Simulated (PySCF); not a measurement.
# C4H5F3SSi: the cost of one run

Computed with PySCF 2.14.0, with density-fitted response routines of our own, on a single molecule in the gas phase. Atoms are numbered from 0 throughout.

## 1. The molecule as given

14 atoms, charge 0, multiplicity 1; geometry from: GFN2-xTB.

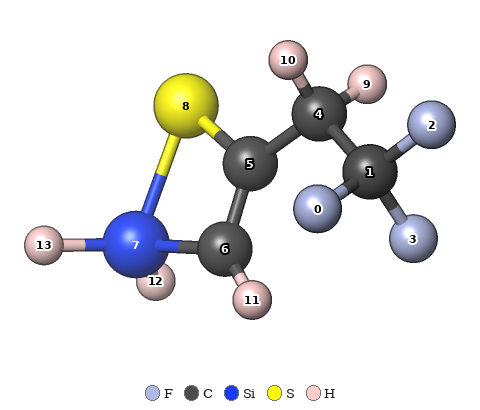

As it starts; fluorine light blue, carbon dark grey, silicon blue, sulfur yellow, hydrogen pink, atoms numbered.

## 2. Ultraviolet spectrum: PBE0/def2-SVPD

What the job is given:

```
{"job": {"kind": "uv", "xc": "PBE0", "basis": "def2-SVPD", "nstates": 8, "ntriplets": 3}, "charge": 0, "multiplicity": 1}
F     -1.709592     0.818366    -1.268929
C     -2.023578     0.272094    -0.084983
F     -3.252211     0.720022     0.222468
F     -2.145045    -1.047032    -0.293275
C     -1.025304     0.608021     1.003418
C      0.354060     0.125993     0.704183
C      0.865815    -0.532975    -0.348259
Si     2.641666    -0.664499     0.230126
S      1.637757     0.421556     1.886589
H     -1.378255     0.162949     1.938833
H     -1.017891     1.694556     1.133139
H      0.320573    -0.846966    -1.220726
H      3.104547    -1.947371     0.730326
H      3.626780     0.214812    -0.375051
```

Method: TDDFT PBE0/def2-SVPD, vertical, gas phase, core orbitals frozen in the response.

Started as:

```console
$ OMP_NUM_THREADS=1 python probes_run.py task.json out
```

One launch serves the whole session: the jobs run in the order shown.

**Question.** How long does this job take on 1 thread of Arm Neoverse N1, shared host, and how much memory does it need?

About 1.8 min, with a peak of 1.1 GiB.
